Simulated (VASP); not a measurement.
Band structure of SnTe (space group Fm-3m). Level of theory: modified Becke-Johnson potential (mBJ) with spin-orbit coupling, VASP's PBE PAW potentials (set 64) (plane waves; VASP).

mBJ is a potential without an energy functional, so only the levels count.

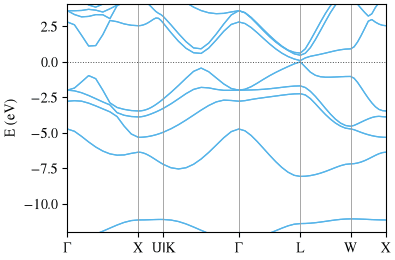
Bands along high-symmetry lines, zero at the valence-band maximum or, without a gap, the Fermi level

Problem. Read the plot: is there a gap, and where are the band edges?

Solution. The gap is direct, 0.09 eV, from the valence maximum at L to the conduction minimum at L.

The structure comes from a computed database's SnTe entry (Fm-3m); how it stands against other phases isn't given here. It was relaxed first. The cell's shape comes from a PBE relaxation.
